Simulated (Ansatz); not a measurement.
# CH4Ga (SMILES [CH3][GaH]): UPBE0/aug-cc-pVDZ

What is the vertical electron affinity of CH4Ga at UPBE0/aug-cc-pVDZ? 

The calculation is run with Ansatz 0.2.0.

35 further runs of the same task are left out: 35 set aside as unsound or not needed. Runs told in other sessions of the task aren't counted.

### Step 1. The system as given

The species is CH4Ga (6 atoms), meant as a doublet with charge 0. As SMILES, `[CH3][GaH]`. Geometry: relaxed at PBE0-D4/def2-TZVP.

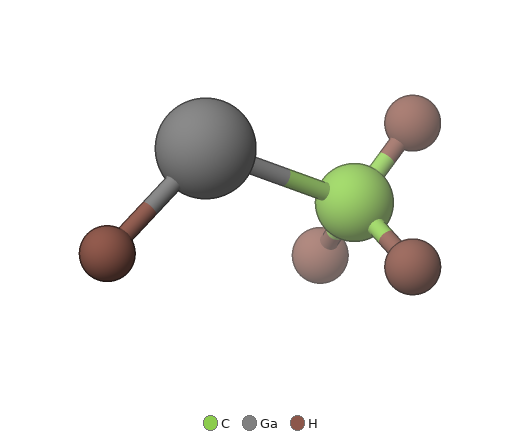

Viewed from a chosen angle; carbon green, gallium grey, hydrogen brown.

### Step 2. A single-point energy at UPBE0/aug-cc-pVDZ

File in.yaml:

```yaml
crystal:
  periodic: [false, false, false]
  atoms:
    - {symbol: C, position_ang: [-0.029300, -0.418300, -0.518000]}
    - {symbol: Ga, position_ang: [0.685700, 0.372600, 1.162100]}
    - {symbol: H, position_ang: [0.574700, -1.243100, -0.892900]}
    - {symbol: H, position_ang: [-1.046400, -0.775600, -0.328700]}
    - {symbol: H, position_ang: [-0.085700, 0.364700, -1.280300]}
    - {symbol: H, position_ang: [-0.056900, 1.635600, 1.811600]}
basis:
  gaussian:
    orbitals: aug-cc-pVDZ
magnetization:
  spin_polarized: true
  initial_magnetization: 1
hamiltonian:
  xc: {name: PBE0}
accuracy: high
output: {orbitals: {seedname: orbitals}}
```

Launch:

```
ansatz run in.yaml --threads 1 --pin off --max-ram 2610MiB --events-out events.jsonl --progress --plain --runs-dir runs
```

The program printed:

```text
Warning: RAYON_NUM_THREADS=1 ignored (pool sized by the plan → 1); use --threads N
Functional definition: PBE0
  name "PBE0"
  parameter a = 0.25
  parameter kappa = 0.804
  parameter beta = 0.06672455060314922
  exchange = (1 - a)*pbe_x(kappa = kappa, mu = beta*pi^2/3) + a*exact_x
  correlation = pbe_c(beta = beta)
1881 factors; integrals over basis functions are off by at most 4.4e-9 eV
mean field evaluation 1: about -53461.9671 eV, gradient 3.9e1 eV
mean field evaluation 2: about -53454.4709 eV, gradient 4.8e1 eV
mean field evaluation 4: about -53469.7032 eV, gradient 8.0e-1 eV
mean field evaluation 8: about -53469.7391 eV, gradient 7.0e-2 eV
mean field evaluation 16: about -53469.7392 eV, gradient 9.8e-5 eV
mean field -53469.73919489 eV, -1964.9766723212 hartree, gradient 4.3e-8 eV, S^2 0.752147; 0 other end points of the search recorded, 0 dependent functions left out
reference -53469.73920143 eV, -1964.9766725618 hartree; 21, 20 occupied and 74, 75 virtual orbitals, 1881 factors
Total energy: -53469.73920143 eV, -1964.9766725618 hartree
```

Wall time 14 s (1 thread of Arm Neoverse V2, shared host); peak memory 0.42 GiB.

### Step 3. The singlet anion at the same level

File job.yaml:

```yaml
crystal:
  periodic: [false, false, false]
  atoms:
    - {symbol: C, position_ang: [-0.029300, -0.418300, -0.518000]}
    - {symbol: Ga, position_ang: [0.685700, 0.372600, 1.162100]}
    - {symbol: H, position_ang: [0.574700, -1.243100, -0.892900]}
    - {symbol: H, position_ang: [-1.046400, -0.775600, -0.328700]}
    - {symbol: H, position_ang: [-0.085700, 0.364700, -1.280300]}
    - {symbol: H, position_ang: [-0.056900, 1.635600, 1.811600]}
basis:
  gaussian:
    orbitals: aug-cc-pVDZ
accuracy: high
hamiltonian:
  xc: {name: PBE0}
output:
  orbitals: {seedname: orbitals}
total_charge: -1
```

Launch:

```
ansatz run job.yaml --threads 1 --pin off --max-ram 2610MiB --events-out events.jsonl --progress --plain --runs-dir runs
```

The program printed:

```text
Warning: RAYON_NUM_THREADS=1 ignored (pool sized by the plan → 1); use --threads N
[... 7 set-up lines as earlier in the session ...]
1881 factors; integrals over basis functions are off by at most 4.4e-9 eV
mean field evaluation 1: about -53467.9712 eV, gradient 2.8e1 eV
mean field evaluation 2: about -53466.8732 eV, gradient 3.4e1 eV
mean field evaluation 4: about -53470.2231 eV, gradient 7.6e-1 eV
mean field evaluation 8: about -53470.2549 eV, gradient 7.0e-2 eV
mean field evaluation 16: about -53470.2549 eV, gradient 6.7e-5 eV
mean field -53470.25492230 eV, -1964.9956249540 hartree, gradient 5.2e-8 eV, S^2 0.000000; 0 other end points of the search recorded, 0 dependent functions left out
reference -53470.25492529 eV, -1964.9956250640 hartree; 21, 21 occupied and 74, 74 virtual orbitals, 1881 factors
Total energy: -53470.25492529 eV, -1964.9956250640 hartree
```

Run time: 9 s. Hardware: 1 thread of Arm Neoverse V2, shared host; peak memory 0.3 GiB.

### Step 4. What came out

Level: UPBE0/aug-cc-pVDZ.

| quantity | value |
| --- | --- |
| doublet CH4Ga: total energy | -1964.97667 Eh |
| doublet CH4Ga: HOMO energy (highest over α and β) | -5.25 eV |
| doublet CH4Ga: LUMO energy (lowest over α and β) | -2.12 eV |
| doublet CH4Ga: ⟨S²⟩ | 0.752 |
| singlet anion: total energy | -1964.99563 Eh |
| singlet anion: HOMO energy | 0.90 eV |
| singlet anion: LUMO energy | 2.73 eV |
| singlet anion: HOMO–LUMO gap (to an unbound level, set by the basis) | 1.83 eV |
| vertical electron affinity (to the singlet anion) | 0.516 eV |

In words: At fixed nuclei the extra electron is bound by 0.52 eV (11.9 kcal/mol). The HOMO (singlet anion) lies at positive energy, 0.90 eV, from the functional's self-interaction, a short basis or an electron that isn't bound; only total energies against the neutral tell.
